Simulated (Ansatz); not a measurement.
# AsH+ (quartet): B3LYP, wB97M-V over a scan of the distance As1–H2, cc-pVQZ

How well do these functionals follow the top wave-function level for AsH+ (quartet) over a scan of the distance As1–H2?

Program: Ansatz 0.2.0, Gaussian basis. Level of theory: cc-pVQZ, all electrons in the functionals. These are calculated values, not measurements.

Plan: B3LYP, wB97M-V, at 1.316 Å; 1.455 Å; 1.641 Å; 1.781 Å; 2.019 Å; 2.286 Å; 2.644 Å; 2.990 Å; 3.696 Å; 4.413 Å; 5.569 Å.

11 further runs of the same task are left out: 11 that didn't finish.

### 1 The system

The geometry derives from a PBE0/def2-TZVP stationary point (not a proven minimum). One bond is set to the value named and the two fragments are kept rigid. No spin-orbit coupling is included. The filled d shell of As may be among the frozen orbitals whatever the setting's name suggests; the logs give the count.

2 atoms, charge 1, spin multiplicity 4.

Atoms are counted from 1 here; the program's logs count them from 0.

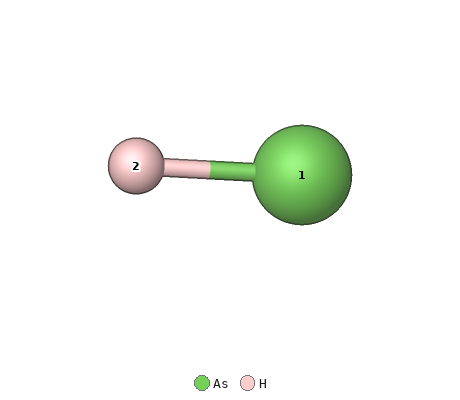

The geometry (arsenic green, hydrogen pink); atoms are numbered from 1 in the order of the file.

No dispersion term is added; wB97M-V holds VV10 nonlocal correlation. B3LYP takes the VWN-RPA correlation.

The geometry shown and the zero of energy belong to the point 1.781 Å. The yardstick, UCCSDT(Q), and other wave-function levels (R restricted, U unrestricted, valence and pair active spaces) come from earlier runs.

### 2 B3LYP, 1.316 Å

in.yaml reads:

```yaml
crystal:
  periodic: [false, false, false]
  atoms:
    - {symbol: As, position_ang: [0.000000, 0.000000, 0.000000]}
    - {symbol: H, position_ang: [0.000000, 0.000000, 1.316000]}
basis:
  gaussian: {orbitals: cc-pVQZ}
total_charge: 1
magnetization: {spin_polarized: true, initial_magnetization: 3}
hamiltonian: {xc: {name: B3LYP}}
```

Started as:

```sh
> ansatz run in.yaml --threads 2 --pin off --events-out ev --progress --plain --max-ram 23808MiB --backend cuda --devices 0, --max-vram 18GiB
```

What it wrote:

```text
Functional definition: B3LYP
  name "B3LYP"
  cite "Stephens, Devlin, Chabalowski & Frisch, J. Phys. Chem. 98, 11623 (1994) doi:10.1021/j100096a001"
  cite "Becke, Phys. Rev. A 38, 3098 (1988) doi:10.1103/PhysRevA.38.3098"
  cite "Lee, Yang & Parr, Phys. Rev. B 37, 785 (1988) doi:10.1103/PhysRevB.37.785"
  cite "Vosko, Wilk & Nusair, Can. J. Phys. 58, 1200 (1980) doi:10.1139/p80-159"
  parameter a0 = 0.2
  parameter ax = 0.72
  parameter ac = 0.81
  exchange = (1 - a0 - ax)*slater_x + ax*b88_x + a0*exact_x
  correlation = (1 - ac)*vwn_rpa_c + ac*lyp_c
538 factors; their error is unknown
mean field evaluation 1: about -60845.1844 eV, gradient 1.0e1 eV
mean field evaluation 2: about -60845.4908 eV, gradient 7.6e0 eV
mean field evaluation 4: about -60845.7695 eV, gradient 2.5e-1 eV
mean field evaluation 8: about -60846.0053 eV, gradient 1.4e-2 eV
mean field -60846.00531992 eV, -2236.0494526032 hartree, gradient 2.2e-5 eV, S^2 3.751115; 0 other end points of the search recorded, 0 dependent functions left out
reference -60846.00549117 eV, -2236.0494588966 hartree; 18, 15 occupied and 80, 83 virtual orbitals, 538 factors
Total energy: -60846.00549117 eV, -2236.0494588966 hartree
```

Run time: 4.1 s. Hardware: 1 × H100 (card shared with other runs) with 2 threads of AMD EPYC 7R13, shared host; peak host memory 0.79 GiB.

From the report: ⟨S²⟩ of the determinant 3.751 (pure quartet: 3.75).

### 3 B3LYP, 1.455 Å

in.yaml, as its differences from that of step 2:

```diff
@@ -4,3 +4,3 @@
     - {symbol: As, position_ang: [0.000000, 0.000000, 0.000000]}
-    - {symbol: H, position_ang: [0.000000, 0.000000, 1.316000]}
+    - {symbol: H, position_ang: [0.000000, 0.000000, 1.455000]}
 basis:
```

The command is unchanged.

What it wrote:

```text
Functional definition: B3LYP
  name "B3LYP"
  cite "Stephens, Devlin, Chabalowski & Frisch, J. Phys. Chem. 98, 11623 (1994) doi:10.1021/j100096a001"
  cite "Becke, Phys. Rev. A 38, 3098 (1988) doi:10.1103/PhysRevA.38.3098"
  cite "Lee, Yang & Parr, Phys. Rev. B 37, 785 (1988) doi:10.1103/PhysRevB.37.785"
  cite "Vosko, Wilk & Nusair, Can. J. Phys. 58, 1200 (1980) doi:10.1139/p80-159"
  parameter a0 = 0.2
  parameter ax = 0.72
  parameter ac = 0.81
  exchange = (1 - a0 - ax)*slater_x + ax*b88_x + a0*exact_x
  correlation = (1 - ac)*vwn_rpa_c + ac*lyp_c
538 factors; their error is unknown
mean field evaluation 1: about -60845.9594 eV, gradient 8.7e0 eV
mean field evaluation 2: about -60846.2358 eV, gradient 6.1e0 eV
mean field evaluation 4: about -60846.3761 eV, gradient 1.4e-1 eV
mean field evaluation 8: about -60846.6121 eV, gradient 1.8e-1 eV
mean field -60846.61210219 eV, -2236.0717514406 hartree, gradient 4.8e-5 eV, S^2 3.751736; 0 other end points of the search recorded, 0 dependent functions left out
reference -60846.61227452 eV, -2236.0717577735 hartree; 18, 15 occupied and 80, 83 virtual orbitals, 538 factors
Total energy: -60846.61227452 eV, -2236.0717577735 hartree
```

It took 2.5 s on 1 × H100 (card shared with other runs) with 2 threads of AMD EPYC 7R13, shared host; peak host memory 0.79 GiB.

From the report: ⟨S²⟩ of the determinant 3.752 (pure quartet: 3.75).

### 4 B3LYP, 1.641 Å

in.yaml, as its differences from that of step 3:

```diff
@@ -4,3 +4,3 @@
     - {symbol: As, position_ang: [0.000000, 0.000000, 0.000000]}
-    - {symbol: H, position_ang: [0.000000, 0.000000, 1.455000]}
+    - {symbol: H, position_ang: [0.000000, 0.000000, 1.641400]}
 basis:
```

Same command.

What it wrote:

```text
Functional definition: B3LYP
  name "B3LYP"
  cite "Stephens, Devlin, Chabalowski & Frisch, J. Phys. Chem. 98, 11623 (1994) doi:10.1021/j100096a001"
  cite "Becke, Phys. Rev. A 38, 3098 (1988) doi:10.1103/PhysRevA.38.3098"
  cite "Lee, Yang & Parr, Phys. Rev. B 37, 785 (1988) doi:10.1103/PhysRevB.37.785"
  cite "Vosko, Wilk & Nusair, Can. J. Phys. 58, 1200 (1980) doi:10.1139/p80-159"
  parameter a0 = 0.2
  parameter ax = 0.72
  parameter ac = 0.81
  exchange = (1 - a0 - ax)*slater_x + ax*b88_x + a0*exact_x
  correlation = (1 - ac)*vwn_rpa_c + ac*lyp_c
538 factors; their error is unknown
mean field evaluation 1: about -60846.2228 eV, gradient 7.7e0 eV
mean field evaluation 2: about -60846.5087 eV, gradient 5.8e0 eV
mean field evaluation 4: about -60846.5979 eV, gradient 1.5e-1 eV
mean field evaluation 8: about -60846.8348 eV, gradient 7.7e-3 eV
mean field -60846.83480996 eV, -2236.0799357999 hartree, gradient 2.7e-5 eV, S^2 3.752702; 0 other end points of the search recorded, 0 dependent functions left out
reference -60846.83498486 eV, -2236.0799422276 hartree; 18, 15 occupied and 80, 83 virtual orbitals, 538 factors
Total energy: -60846.83498486 eV, -2236.0799422276 hartree
```

Run time: 1.3 s. Hardware: 1 × H100 (card shared with other runs) with 2 threads of AMD EPYC 7R13, shared host; peak host memory 0.79 GiB.

From the report: ⟨S²⟩ of the determinant 3.753 (pure quartet: 3.75).

### 5 B3LYP, 1.781 Å

in.yaml, as its differences from that of step 4:

```diff
@@ -4,3 +4,3 @@
     - {symbol: As, position_ang: [0.000000, 0.000000, 0.000000]}
-    - {symbol: H, position_ang: [0.000000, 0.000000, 1.641400]}
+    - {symbol: H, position_ang: [0.000000, 0.000000, 1.781000]}
 basis:
```

The command is unchanged.

What it wrote:

```text
Functional definition: B3LYP
  name "B3LYP"
  cite "Stephens, Devlin, Chabalowski & Frisch, J. Phys. Chem. 98, 11623 (1994) doi:10.1021/j100096a001"
  cite "Becke, Phys. Rev. A 38, 3098 (1988) doi:10.1103/PhysRevA.38.3098"
  cite "Lee, Yang & Parr, Phys. Rev. B 37, 785 (1988) doi:10.1103/PhysRevB.37.785"
  cite "Vosko, Wilk & Nusair, Can. J. Phys. 58, 1200 (1980) doi:10.1139/p80-159"
  parameter a0 = 0.2
  parameter ax = 0.72
  parameter ac = 0.81
  exchange = (1 - a0 - ax)*slater_x + ax*b88_x + a0*exact_x
  correlation = (1 - ac)*vwn_rpa_c + ac*lyp_c
538 factors; their error is unknown
mean field evaluation 1: about -60846.1205 eV, gradient 7.9e0 eV
mean field evaluation 2: about -60846.4305 eV, gradient 6.8e0 eV
mean field evaluation 4: about -60846.5778 eV, gradient 1.9e-1 eV
mean field evaluation 8: about -60846.8144 eV, gradient 2.0e-1 eV
mean field -60846.81441433 eV, -2236.0791862744 hartree, gradient 8.6e-5 eV, S^2 3.753114; 0 other end points of the search recorded, 0 dependent functions left out
reference -60846.81459042 eV, -2236.0791927456 hartree; 18, 15 occupied and 80, 83 virtual orbitals, 538 factors
Total energy: -60846.81459042 eV, -2236.0791927456 hartree
```

Run time: 1.6 s. Hardware: 1 × H100 (card shared with other runs) with 2 threads of AMD EPYC 7R13, shared host; peak host memory 0.79 GiB.

From the report: ⟨S²⟩ of the determinant 3.753 (pure quartet: 3.75).

### 6 B3LYP, 2.019 Å

in.yaml, as its differences from that of step 5:

```diff
@@ -4,3 +4,3 @@
     - {symbol: As, position_ang: [0.000000, 0.000000, 0.000000]}
-    - {symbol: H, position_ang: [0.000000, 0.000000, 1.781000]}
+    - {symbol: H, position_ang: [0.000000, 0.000000, 2.019000]}
 basis:
```

The command is unchanged.

What it wrote (excerpt; [...] marks lines left out):

```text
Functional definition: B3LYP
  name "B3LYP"
  cite "Stephens, Devlin, Chabalowski & Frisch, J. Phys. Chem. 98, 11623 (1994) doi:10.1021/j100096a001"
  cite "Becke, Phys. Rev. A 38, 3098 (1988) doi:10.1103/PhysRevA.38.3098"
  cite "Lee, Yang & Parr, Phys. Rev. B 37, 785 (1988) doi:10.1103/PhysRevB.37.785"
  cite "Vosko, Wilk & Nusair, Can. J. Phys. 58, 1200 (1980) doi:10.1139/p80-159"
[...]
538 factors; their error is unknown
[...]
mean field -60846.66788684 eV, -2236.0738014887 hartree, gradient 2.7e-6 eV, S^2 3.752911; 0 other end points of the search recorded, 0 dependent functions left out
reference -60846.66806463 eV, -2236.0738080222 hartree; 18, 15 occupied and 80, 83 virtual orbitals, 538 factors
Total energy: -60846.66806463 eV, -2236.0738080222 hartree
```

It took 2.5 s on 1 × H100 (card shared with other runs) with 2 threads of AMD EPYC 7R13, shared host; peak host memory 0.79 GiB.

From the report: ⟨S²⟩ of the determinant 3.753 (pure quartet: 3.75).

From 1.781 Å: +14.1 kJ/mol.

### 7 B3LYP, 2.286 Å

in.yaml, as its differences from that of step 6:

```diff
@@ -4,3 +4,3 @@
     - {symbol: As, position_ang: [0.000000, 0.000000, 0.000000]}
-    - {symbol: H, position_ang: [0.000000, 0.000000, 2.019000]}
+    - {symbol: H, position_ang: [0.000000, 0.000000, 2.286000]}
 basis:
```

The command is unchanged.

What it wrote (excerpt; [...] marks lines left out):

```text
Functional definition: B3LYP
  name "B3LYP"
  cite "Stephens, Devlin, Chabalowski & Frisch, J. Phys. Chem. 98, 11623 (1994) doi:10.1021/j100096a001"
  cite "Becke, Phys. Rev. A 38, 3098 (1988) doi:10.1103/PhysRevA.38.3098"
  cite "Lee, Yang & Parr, Phys. Rev. B 37, 785 (1988) doi:10.1103/PhysRevB.37.785"
  cite "Vosko, Wilk & Nusair, Can. J. Phys. 58, 1200 (1980) doi:10.1139/p80-159"
[...]
538 factors; their error is unknown
[...]
mean field -60846.47221321 eV, -2236.0666106152 hartree, gradient 4.6e-5 eV, S^2 3.752227; 1 other end points of the search recorded, 0 dependent functions left out
reference -60846.47239666 eV, -2236.0666173571 hartree; 18, 15 occupied and 80, 83 virtual orbitals, 538 factors
Total energy: -60846.47239666 eV, -2236.0666173571 hartree
```

Wall time 2.8 s (1 × H100 (card shared with other runs) with 2 threads of AMD EPYC 7R13, shared host); peak host memory 0.79 GiB.

From the report: ⟨S²⟩ of the determinant 3.752 (pure quartet: 3.75).

From 1.781 Å: +33.0 kJ/mol.

### 8 B3LYP, 2.644 Å

in.yaml, as its differences from that of step 7:

```diff
@@ -4,3 +4,3 @@
     - {symbol: As, position_ang: [0.000000, 0.000000, 0.000000]}
-    - {symbol: H, position_ang: [0.000000, 0.000000, 2.286000]}
+    - {symbol: H, position_ang: [0.000000, 0.000000, 2.644000]}
 basis:
```

The command is unchanged.

What it wrote (excerpt; [...] marks lines left out):

```text
Functional definition: B3LYP
  name "B3LYP"
  cite "Stephens, Devlin, Chabalowski & Frisch, J. Phys. Chem. 98, 11623 (1994) doi:10.1021/j100096a001"
  cite "Becke, Phys. Rev. A 38, 3098 (1988) doi:10.1103/PhysRevA.38.3098"
  cite "Lee, Yang & Parr, Phys. Rev. B 37, 785 (1988) doi:10.1103/PhysRevB.37.785"
  cite "Vosko, Wilk & Nusair, Can. J. Phys. 58, 1200 (1980) doi:10.1139/p80-159"
[...]
538 factors; their error is unknown
[...]
mean field -60846.23355139 eV, -2236.0578399553 hartree, gradient 5.3e-6 eV, S^2 3.751740; 1 other end points of the search recorded, 0 dependent functions left out
reference -60846.23374698 eV, -2236.0578471431 hartree; 18, 15 occupied and 80, 83 virtual orbitals, 538 factors
Total energy: -60846.23374698 eV, -2236.0578471431 hartree
```

Wall time 3.2 s (1 × H100 (card shared with other runs) with 2 threads of AMD EPYC 7R13, shared host); peak host memory 0.79 GiB.

From the report: ⟨S²⟩ of the determinant 3.752 (pure quartet: 3.75).

From 1.781 Å: +56.0 kJ/mol.

### 9 B3LYP, 2.990 Å

in.yaml, as its differences from that of step 8:

```diff
@@ -4,3 +4,3 @@
     - {symbol: As, position_ang: [0.000000, 0.000000, 0.000000]}
-    - {symbol: H, position_ang: [0.000000, 0.000000, 2.644000]}
+    - {symbol: H, position_ang: [0.000000, 0.000000, 2.990000]}
 basis:
```

Same command.

What it wrote (excerpt; [...] marks lines left out):

```text
Functional definition: B3LYP
  name "B3LYP"
  cite "Stephens, Devlin, Chabalowski & Frisch, J. Phys. Chem. 98, 11623 (1994) doi:10.1021/j100096a001"
  cite "Becke, Phys. Rev. A 38, 3098 (1988) doi:10.1103/PhysRevA.38.3098"
  cite "Lee, Yang & Parr, Phys. Rev. B 37, 785 (1988) doi:10.1103/PhysRevB.37.785"
  cite "Vosko, Wilk & Nusair, Can. J. Phys. 58, 1200 (1980) doi:10.1139/p80-159"
[...]
538 factors; their error is unknown
[...]
mean field -60846.05364265 eV, -2236.0512284309 hartree, gradient 1.3e-5 eV, S^2 3.751634; 1 other end points of the search recorded, 0 dependent functions left out
reference -60846.05384826 eV, -2236.0512359870 hartree; 18, 15 occupied and 80, 83 virtual orbitals, 538 factors
Total energy: -60846.05384826 eV, -2236.0512359870 hartree
```

Wall time 2 s (1 × H100 (card shared with other runs) with 2 threads of AMD EPYC 7R13, shared host); peak host memory 0.79 GiB.

From the report: ⟨S²⟩ of the determinant 3.752 (pure quartet: 3.75).

From 1.781 Å: +73.4 kJ/mol.

### 10 B3LYP, 3.696 Å

in.yaml, as its differences from that of step 9:

```diff
@@ -4,3 +4,3 @@
     - {symbol: As, position_ang: [0.000000, 0.000000, 0.000000]}
-    - {symbol: H, position_ang: [0.000000, 0.000000, 2.990000]}
+    - {symbol: H, position_ang: [0.000000, 0.000000, 3.696000]}
 basis:
```

The command is unchanged.

What it wrote (excerpt; [...] marks lines left out):

```text
Functional definition: B3LYP
  name "B3LYP"
  cite "Stephens, Devlin, Chabalowski & Frisch, J. Phys. Chem. 98, 11623 (1994) doi:10.1021/j100096a001"
  cite "Becke, Phys. Rev. A 38, 3098 (1988) doi:10.1103/PhysRevA.38.3098"
  cite "Lee, Yang & Parr, Phys. Rev. B 37, 785 (1988) doi:10.1103/PhysRevB.37.785"
  cite "Vosko, Wilk & Nusair, Can. J. Phys. 58, 1200 (1980) doi:10.1139/p80-159"
[...]
538 factors; their error is unknown
[...]
mean field -60845.84391744 eV, -2236.0435211717 hartree, gradient 1.9e-6 eV, S^2 3.751625; 4 other end points of the search recorded, 0 dependent functions left out
reference -60845.84413127 eV, -2236.0435290296 hartree; 18, 15 occupied and 80, 83 virtual orbitals, 538 factors
Total energy: -60845.84413127 eV, -2236.0435290296 hartree
```

Run time: 3 s. Hardware: 1 × H100 (card shared with other runs) with 2 threads of AMD EPYC 7R13, shared host; peak host memory 0.8 GiB.

From the report: ⟨S²⟩ of the determinant 3.752 (pure quartet: 3.75).

From 1.781 Å: +93.6 kJ/mol.

### 11 B3LYP, 4.413 Å

in.yaml, as its differences from that of step 10:

```diff
@@ -4,3 +4,3 @@
     - {symbol: As, position_ang: [0.000000, 0.000000, 0.000000]}
-    - {symbol: H, position_ang: [0.000000, 0.000000, 3.696000]}
+    - {symbol: H, position_ang: [0.000000, 0.000000, 4.413000]}
 basis:
```

Same command.

What it wrote (excerpt; [...] marks lines left out):

```text
Functional definition: B3LYP
  name "B3LYP"
  cite "Stephens, Devlin, Chabalowski & Frisch, J. Phys. Chem. 98, 11623 (1994) doi:10.1021/j100096a001"
  cite "Becke, Phys. Rev. A 38, 3098 (1988) doi:10.1103/PhysRevA.38.3098"
  cite "Lee, Yang & Parr, Phys. Rev. B 37, 785 (1988) doi:10.1103/PhysRevB.37.785"
  cite "Vosko, Wilk & Nusair, Can. J. Phys. 58, 1200 (1980) doi:10.1139/p80-159"
[...]
538 factors; their error is unknown
[...]
mean field -60845.77752724 eV, -2236.0410813767 hartree, gradient 2.8e-6 eV, S^2 3.751580; 4 other end points of the search recorded, 0 dependent functions left out
reference -60845.77774632 eV, -2236.0410894280 hartree; 18, 15 occupied and 80, 83 virtual orbitals, 538 factors
Total energy: -60845.77774632 eV, -2236.0410894280 hartree
```

Wall time 3.9 s (1 × H100 (card shared with other runs) with 2 threads of AMD EPYC 7R13, shared host); peak host memory 0.8 GiB.

From the report: ⟨S²⟩ of the determinant 3.752 (pure quartet: 3.75).

From 1.781 Å: +100.0 kJ/mol.

### 12 B3LYP, 5.569 Å

in.yaml, as its differences from that of step 11:

```diff
@@ -4,3 +4,3 @@
     - {symbol: As, position_ang: [0.000000, 0.000000, 0.000000]}
-    - {symbol: H, position_ang: [0.000000, 0.000000, 4.413000]}
+    - {symbol: H, position_ang: [0.000000, 0.000000, 5.569000]}
 basis:
```

Launched as before.

What it wrote (excerpt; [...] marks lines left out):

```text
Functional definition: B3LYP
  name "B3LYP"
  cite "Stephens, Devlin, Chabalowski & Frisch, J. Phys. Chem. 98, 11623 (1994) doi:10.1021/j100096a001"
  cite "Becke, Phys. Rev. A 38, 3098 (1988) doi:10.1103/PhysRevA.38.3098"
  cite "Lee, Yang & Parr, Phys. Rev. B 37, 785 (1988) doi:10.1103/PhysRevB.37.785"
  cite "Vosko, Wilk & Nusair, Can. J. Phys. 58, 1200 (1980) doi:10.1139/p80-159"
[...]
538 factors; their error is unknown
[...]
mean field -60845.79331500 eV, -2236.0416615663 hartree, gradient 5.1e-6 eV, S^2 3.751483; 9 other end points of the search recorded, 0 dependent functions left out
reference -60845.79355096 eV, -2236.0416702375 hartree; 18, 15 occupied and 80, 83 virtual orbitals, 538 factors
Total energy: -60845.79355096 eV, -2236.0416702375 hartree
```

Run time: 7.5 s. Hardware: 1 × H100 (card shared with other runs) with 2 threads of AMD EPYC 7R13, shared host; peak host memory 0.8 GiB.

From the report: ⟨S²⟩ of the determinant 3.751 (pure quartet: 3.75).

From 1.781 Å: +98.5 kJ/mol.

### 13 wB97M-V, 1.316 Å

in.yaml reads:

```yaml
crystal:
  periodic: [false, false, false]
  atoms:
    - {symbol: As, position_ang: [0.000000, 0.000000, 0.000000]}
    - {symbol: H, position_ang: [0.000000, 0.000000, 1.316000]}
basis:
  gaussian: {orbitals: cc-pVQZ}
total_charge: 1
magnetization: {spin_polarized: true, initial_magnetization: 3}
hamiltonian: {xc: {name: wB97M-V}}
output: {forces: true, orbitals: {seedname: orbitals}}
```

Same command.

What it wrote (excerpt; [...] marks lines left out):

```text
Functional definition: wB97M-V
  name "wB97M-V"
  cite "Mardirossian & Head-Gordon, J. Chem. Phys. 144, 214110 (2016) doi:10.1063/1.4952647"
  cite "Becke, J. Chem. Phys. 107, 8554 (1997) doi:10.1063/1.475007"
  cite "Vydrov & Van Voorhis, J. Chem. Phys. 133, 244103 (2010) doi:10.1063/1.3521275"
  # Of w^i u^j: cxij and so on, Table III.
[...]
  gx(w, u) = 1 - cx + cx01*u + cx10*w
  gss(w, u) = css00 + css04*u^4 + css10*w + css20*w^2 + css43*w^4*u^3
  gos(w, u) = cos00 + cos10*w + (cos20 + cos21*u)*w^2 + (cos60 + cos61*u)*w^6
[...]
      + integral(e_c_pw_mod_opposite_spin*gos(b97_w_opposite, b97_u_opposite)) + vv10(b, c)
535 factors; their error is unknown
107 factors; integrals over basis functions are off by at most 4.6e-5 eV
[...]
mean field -60841.55812863 eV, -2235.8860213377 hartree, gradient 2.8e-5 eV, S^2 3.751038; 0 other end points of the search recorded, 0 dependent functions left out
[...]
reference -60841.55816268 eV, -2235.8860225894 hartree; 18, 15 occupied and 80, 83 virtual orbitals, 535 factors
Total energy: -60841.55816268 eV, -2235.8860225894 hartree
Atom 0 at     0.000000     0.000000     0.000000 Å, force    -0.000000     0.000000    -6.351007 eV/Å
Atom 1 at     0.000000     0.000000     1.316000 Å, force     0.000000    -0.000000     6.351007 eV/Å
Dipole moment:     0.000000    -0.000000     0.130503 e Å
```

Run time: 7 s. Hardware: 1 × H100 (card shared with other runs) with 2 threads of AMD EPYC 7R13, shared host; peak host memory 0.83 GiB.

From the report: ⟨S²⟩ of the determinant 3.751 (pure quartet: 3.75).

### 14 wB97M-V, 1.455 Å

in.yaml reads:

```yaml
crystal:
  periodic: [false, false, false]
  atoms:
    - {symbol: As, position_ang: [0.000000, 0.000000, 0.000000]}
    - {symbol: H, position_ang: [0.000000, 0.000000, 1.455000]}
basis:
  gaussian: {orbitals: cc-pVQZ}
total_charge: 1
magnetization: {spin_polarized: true, initial_magnetization: 3}
hamiltonian: {xc: {name: wB97M-V}}
output: {orbitals: {seedname: orbitals}}
```

Same command.

What it wrote (excerpt; [...] marks lines left out):

```text
Functional definition: wB97M-V
  name "wB97M-V"
  cite "Mardirossian & Head-Gordon, J. Chem. Phys. 144, 214110 (2016) doi:10.1063/1.4952647"
  cite "Becke, J. Chem. Phys. 107, 8554 (1997) doi:10.1063/1.475007"
  cite "Vydrov & Van Voorhis, J. Chem. Phys. 133, 244103 (2010) doi:10.1063/1.3521275"
  # Of w^i u^j: cxij and so on, Table III.
[...]
  gx(w, u) = 1 - cx + cx01*u + cx10*w
  gss(w, u) = css00 + css04*u^4 + css10*w + css20*w^2 + css43*w^4*u^3
  gos(w, u) = cos00 + cos10*w + (cos20 + cos21*u)*w^2 + (cos60 + cos61*u)*w^6
[...]
      + integral(e_c_pw_mod_opposite_spin*gos(b97_w_opposite, b97_u_opposite)) + vv10(b, c)
535 factors; their error is unknown
108 factors; integrals over basis functions are off by at most 4.8e-5 eV
[...]
mean field -60842.12434809 eV, -2235.9068295191 hartree, gradient 3.1e-6 eV, S^2 3.751704; 0 other end points of the search recorded, 0 dependent functions left out
reference -60842.12438218 eV, -2235.9068307720 hartree; 18, 15 occupied and 80, 83 virtual orbitals, 535 factors
Total energy: -60842.12438218 eV, -2235.9068307720 hartree
```

Wall time 4.1 s (1 × H100 (card shared with other runs) with 2 threads of AMD EPYC 7R13, shared host); peak host memory 0.83 GiB.

From the report: ⟨S²⟩ of the determinant 3.752 (pure quartet: 3.75).

[end of part 1 of 2]
